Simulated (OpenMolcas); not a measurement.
**Co²⁺ among point charges: CASSCF and CASPT2 levels and susceptibility**

How does a field of 4 point charges split the states of Co²⁺, and what χT follows?

Program: OpenMolcas 26.06. Level of theory: state-averaged CASSCF and CASPT2, spin-orbit coupling by RASSI with atomic mean-field integrals. These are calculated values, not measurements, unless marked.

### Step 1. What is computed

- Species: Co²⁺ (cobalt, Z = 27, 25 electrons)
- Basis: ANO-RCC-VDZP [5s4p2d1f], 34 functions
- Scalar Hamiltonian: DKH2, point nucleus
- Inactive shells: 1s 2s 2p 3s 3p
- Active space: 7 electrons in 5 orbitals (3d)
- Some configurations of this space: 3d⁷
- Orbitals: optimised for each spin and parity, averaged over all roots

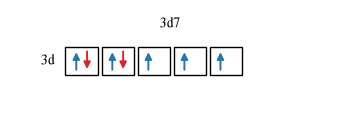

The shells outside the core, filled by Hund's rule for the drawing.

The ion sits among 4 point charges of -2 e arranged as a tetrahedron (Td), 2.03 Å from the ion.

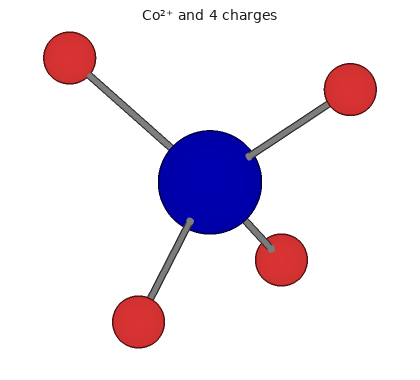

The ion and the point charges (red).

Each step is its own input file, run in one work folder so that later steps find the files of earlier ones. Labels, J, g values, rates, χT and fits are worked out afterwards by a script from the matrices that RASSI stores.

### Step 2. One- and two-electron integrals

a.inp

```
&GATEWAY
Coord
1

Co 0.0 0.0 0.0
Basis=ANO-RCC-VDZP
Group=NoSym
NoMove
AngMom=0.0 0.0 0.0
AMFI
XField
4 Angstrom 0
1.172021 1.172021 1.172021 -2.000000
1.172021 -1.172021 -1.172021 -2.000000
-1.172021 1.172021 -1.172021 -2.000000
-1.172021 -1.172021 1.172021 -2.000000
&SEWARD
```

The run is started by

```console
$ OMP_NUM_THREADS=1 MOLCAS_MEM=1689 MOLCAS_PROJECT=a pymolcas a.inp > a.log
```

### Step 3. CASSCF: quartets, 10 roots

a.inp

```
&RASSCF
FileOrb=start.orb
Symmetry=1
Spin=4
nActEl=7 0 0
Inactive=9
Ras2=5
CIRoot=10 10 1
SDav=10
CIMx=300
Iter=120 100
PrWF=0.3
OrbListing=Nothing
MaxOrb=0
>>> COPY $Project.JobIph JOB001
```

start.orb holds the contracted functions of the basis, ordered by shell, or the orbitals of the step before.

### Step 4. Reference wave functions, doublets, 40 roots

a.inp

```
&RASSCF
FileOrb=start.orb
Symmetry=1
Spin=2
nActEl=7 0 0
Inactive=9
Ras2=5
CIRoot=40 40 1
SDav=40
CIMx=300
Iter=120 100
PrWF=0.3
OrbListing=Nothing
MaxOrb=0
>>> COPY $Project.JobIph JOB002
```

### Step 5. State interaction with spin-orbit coupling

a.inp

```
&RASSI
NrOfJobIphs=2 10 40
1 2 3 4 5 6 7 8 9 10
1 2 3 4 5 6 7 8 9 10 11 12 13 14 15 16 17 18 19 20 21 22 23 24 25 26 27
28 29 30 31 32 33 34 35 36 37 38 39 40
IphNames
JOB001
JOB002
EJob
SpinOrbit
DIPRint=1.0
SOCoupling=1000.0
Subsets=2
Property=9
'ANGMOM' 1 'ANGMOM' 2 'ANGMOM' 3 'MLTPL  1' 1 'MLTPL  1' 2 'MLTPL  1' 3
'AMFI' 1 'AMFI' 2 'AMFI' 3
SOProperty=3
'ANGMOM' 1 'ANGMOM' 2 'ANGMOM' 3
```

### Step 6. CASPT2: IPEA 0.25, imaginary shift 0.1 (closed shells correlated: 3s 3p)

a.inp

```
>>> COPY JOB001 $Project.JobIph
&CASPT2
Multistate=10 1 2 3 4 5 6 7 8 9 10
NoMult
Frozen=5
IPEA=0.25
Imaginary=0.1
MaxIter=60
WThr=0.0 0.3 0.05
PrWF=0.5
NoMix
>>> COPY JOB002 $Project.JobIph
&CASPT2
Multistate=40 1 2 3 4 5 6 7 8 9 10 11 12 13 14 15 16 17 18 19 20 21 22
23 24 25 26 27 28 29 30 31 32 33 34 35 36 37 38 39 40
NoMult
Frozen=5
IPEA=0.25
Imaginary=0.1
MaxIter=60
WThr=0.0 0.3 0.05
PrWF=0.5
NoMix
```

(Steps that only read results are left out.)

What does the calculation give? Wanted: spin-free ground state; first state of the same spin within the active space; lowest level; next level.

The runs gave:

| quantity | value |
| --- | --- |
| method | SS-CASPT2, IPEA 0.25, imaginary shift 0.1 (closed shells correlated: 3s 3p) |
| spin-free ground state | 4A2, 1-fold in its orbital part |
| first state of the same spin within the active space | 4T2 at 1380 cm⁻¹ |
| lowest level | 4-fold Γ8 |
| next level | 1241.0 cm⁻¹ |
| χT at 300 K | 3.86 cm³ K/mol |
| effective moment at 300 K | 5.56 μB |

Cost by method:

| method | time of its own steps | time with the reference |
| --- | --- | --- |
| A. CASSCF | 11 s | 11 s |
| B. SS-CASPT2, IPEA 0.25, imaginary shift 0.1, +3s 3p | 4.6 s | 16 s |

Times are of one thread on a shared host.

In words: The spin-free ground state (4A2) comes to 100 % from free-ion F terms and keeps the highest spin of the shell. χT at 300 K is 3.86, against 1.88 cm³ K/mol for the spin alone, so orbital moment adds to it. A ligand-field fit to the states below 45000 cm-1 gives 10Dq = -1370 cm-1, B = 1053 cm-1 and C = 3978 cm-1 (C/B = 3.78), with a deviation of 378 cm-1. CASPT2 does not keep the components of a term degenerate, and the means are used. The field of point charges can differ much from that of real complexes. This is an electrostatic model: the charges have no orbitals.
